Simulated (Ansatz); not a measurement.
**U-wB97X/STO-3G run of CF (SMILES [C]F)**

Aim: the energy change on altering one bond length of CF at U-wB97X/STO-3G, from 2 runs. 

The calculation is run with Ansatz 0.2.0.

44 further runs of the same task are left out: 9 that didn't finish, 35 set aside as unsound or not needed.

## 1. The system as given

CF: 2 atoms, total charge 0, spin state doublet. As SMILES, `[C]F`. The coordinates come from a PBE0-D4/def2-TZVP relaxation.

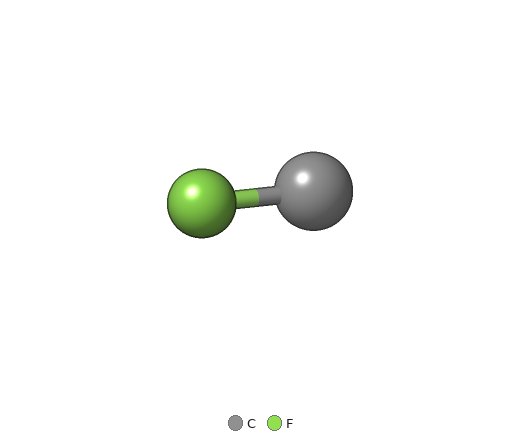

The structure, seen from a chosen angle (carbon grey, fluorine green).

## 2. A single-point energy at U-wB97X/STO-3G

in.yaml

```yaml
crystal:
  periodic: [false, false, false]
  atoms:
    - symbol: C
      position_ang: [-0.000000, 0.000000, 0.003080]
    - symbol: F
      position_ang: [0.000000, -0.000000, 1.271320]
basis:
  gaussian:
    orbitals: STO-3G
hamiltonian:
  xc: {name: wB97X}
magnetization:
  spin_polarized: true
  initial_magnetization: 1
accuracy: high
```

Run with:

```sh
$ ansatz run in.yaml --threads 1 --pin off --max-ram 3480MiB --events-out events.jsonl --progress --plain --runs-dir runs
```

The log of the run:

```text
Warning: RAYON_NUM_THREADS=1 ignored (pool sized by the plan → 1); use --threads N
Functional definition: wB97X
  name "wB97X"
  parameter omega = 0.3/bohr
  parameter cx = 0.157706
  parameter cx1 = 0.726479
  parameter cx2 = 1.04760
  parameter cx3 = -5.70635
  parameter cx4 = 13.2794
  parameter css1 = -4.33879
  parameter css2 = 18.2308
  parameter css3 = -31.7430
  parameter css4 = 17.2901
  parameter cos1 = 2.37031
  parameter cos2 = -11.3995
  parameter cos3 = 6.58405
  parameter cos4 = -3.78132
  exchange = spin_sum(e_x_unif_sr(omega)*poly(b97_u_x, 1 - cx, cx1, cx2, cx3, cx4)) + cx*exact_x_sr(omega)
      + exact_x_lr(omega)
  correlation = spin_sum(e_c_pw_same_spin*poly(b97_u_same, 1, css1, css2, css3, css4))
      + integral(e_c_pw_opposite_spin*poly(b97_u_opposite, 1, cos1, cos2, cos3, cos4))
149 factors; integrals over basis functions are off by at most 3.2e-8 eV
84 factors; integrals over basis functions are off by at most 4.2e-10 eV
mean field evaluation 1: about -3696.3574 eV, gradient 5.3e0 eV
mean field evaluation 2: about -3696.5118 eV, gradient 1.9e0 eV
mean field evaluation 4: about -3696.5436 eV, gradient 2.7e-1 eV
mean field evaluation 8: about -3696.5359 eV, gradient 5.5e-3 eV
mean field evaluation 16: about -3696.5359 eV, gradient 4.2e-8 eV
mean field -3696.53591362 eV, -135.8451892236 hartree, gradient 6.5e-8 eV, S^2 0.751500; 0 other end points of the search recorded, 0 dependent functions left out
reference -3696.53591304 eV, -135.8451892023 hartree; 8, 7 occupied and 2, 3 virtual orbitals, 149 factors
Total energy: -3696.53591304 eV, -135.8451892023 hartree
```

Wall time 2.8 s (1 thread of Arm Neoverse V1, shared host); peak memory 0.2 GiB.

## 3. The distorted shape

job.yaml

```yaml
crystal:
  periodic: [false, false, false]
  atoms:
    - {symbol: C, position_ang: [-0.000000, 0.000000, -0.313980]}
    - {symbol: F, position_ang: [0.000000, -0.000000, 1.271320]}
basis:
  gaussian:
    orbitals: STO-3G
magnetization:
  spin_polarized: true
  initial_magnetization: 1
hamiltonian:
  xc: {name: wB97X}
accuracy: high
```

Run with:

```sh
$ ansatz run job.yaml --threads 1 --pin off --max-ram 3480MiB --events-out events.jsonl --progress --plain --runs-dir runs
```

The log of the run (excerpt; [...] marks lines left out):

```text
Warning: RAYON_NUM_THREADS=1 ignored (pool sized by the plan → 1); use --threads N
[... 2 set-up lines as earlier in the session ...]
[...]
      + exact_x_lr(omega)
[...]
      + integral(e_c_pw_opposite_spin*poly(b97_u_opposite, 1, cos1, cos2, cos3, cos4))
149 factors; integrals over basis functions are off by at most 4.2e-8 eV
87 factors; integrals over basis functions are off by at most 5.4e-10 eV
[...]
mean field -3695.25906590 eV, -135.7982659353 hartree, gradient 1.3e-8 eV, S^2 0.758276; 0 other end points of the search recorded, 0 dependent functions left out
reference -3695.25906533 eV, -135.7982659143 hartree; 8, 7 occupied and 2, 3 virtual orbitals, 149 factors
Total energy: -3695.25906533 eV, -135.7982659143 hartree
```

It took 2.8 s on 1 thread of Arm Neoverse V1, shared host; peak memory 0.21 GiB.

## 4. Outcome

At U-wB97X/STO-3G:

```
                                                         quantity          value
                                        first shape: total energy  -135.84519 Eh
                                                first shape: ⟨S²⟩          0.752
                                    distorted shape: total energy  -135.79827 Eh
                                            distorted shape: ⟨S²⟩          0.758
energy change with the C1–F2 bond stretched from 1.268 to 1.585 Å       1.277 eV
```

In words: With the C1–F2 bond stretched from 1.268 to 1.585 Å the energy rises by 1.28 eV (123 kJ/mol). The first shape isn't relaxed at this level, so the change isn't measured from a minimum. The minimal basis adds a large error of its own.
